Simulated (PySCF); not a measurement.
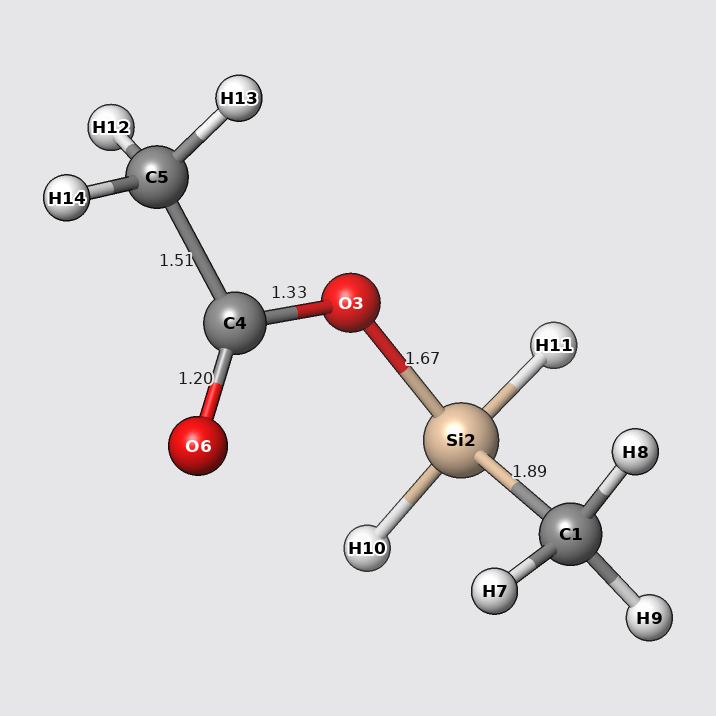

Bond lengths are marked in Å; every bond is drawn as one stick. Computed geometry: GFN2-xTB optimisation. No frequency run is at hand to confirm it as a minimum.

Assign a bond order to each marked bond.

C1–Si2 single; Si2–O3 single; O3–C4 single; C4–C5 single; C4–O6 double.

Write the SMILES.

C[SiH2]OC(C)=O
